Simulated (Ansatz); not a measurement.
The starting structures come from a database of crystals and need not be the phases stable at ambient conditions.

 Where the default PAW files enter, the runs use the earlier of Ansatz's two default sets.

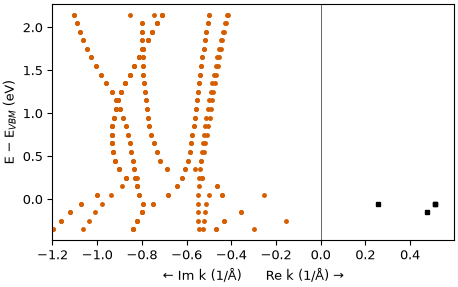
*Complex bands at the centre of the two-dimensional zone; r2SCAN (Ansatz, a first-principles code)*

No gap correction and no spin-orbit coupling; mid-gap values are interpolated between computed energies.

Problem. This is Sr2FeH6 (Fm-3m, not sure to be the ambient phase, 9 atoms a cell, 11.3 Å³ an atom) along the normal of (111). Read off the slowest decay at the centre of the two-dimensional zone at 0.95 eV, the computed energy nearest the middle of the gap.

Solution. κ ≈ 0.50 1/Å, a decay length 1/(2κ) of the density of 1.0 Å.
